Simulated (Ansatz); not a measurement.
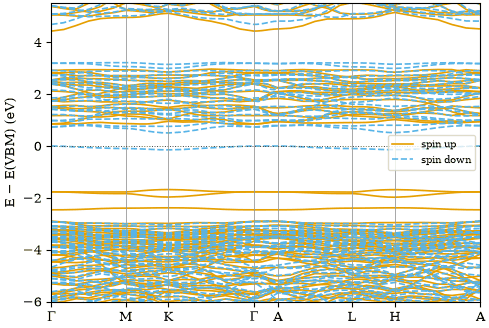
Fig. 1. Band structure from the program Ansatz at the r²SCAN level (PAW)

Q: Read off the gap and where the band edges lie.

A: About 0.5 eV (0.50 eV by a search for the band edges); maximum at A, minimum on the K–H2 line, 27 % of the way from K.

Q: Which of these materials gives this?
A) CoLi4Nb6O18, P3 (Pearson symbol hP29)
B) Se, P3_221 (Se on 3b)
C) Ce2SeO2, P-3m1 (Ce on 2d, Se on 1b, O on 2d)
D) FeLi4Nb6O18, P3 (Pearson symbol hP29)

A: D, FeLi4Nb6O18, P3 (Pearson symbol hP29)

The start of the workflow was typed in or built on a structure type; neither database checked (COD, Materials Project) lists it. Its standing as an ambient phase is unchecked. The r²SCAN relaxation kept the symmetry of its start; its stability against distortions is not shown here. Spin order of the final state: ferromagnetic, the only order run, not a proven ground state. Other orbital occupations within this spin state were not tried. No Hubbard U is applied. Scalar-relativistic: spin–orbit coupling is off unless named, which matters more the heavier the elements.

Potentials: the later of the program's two PAW sets.
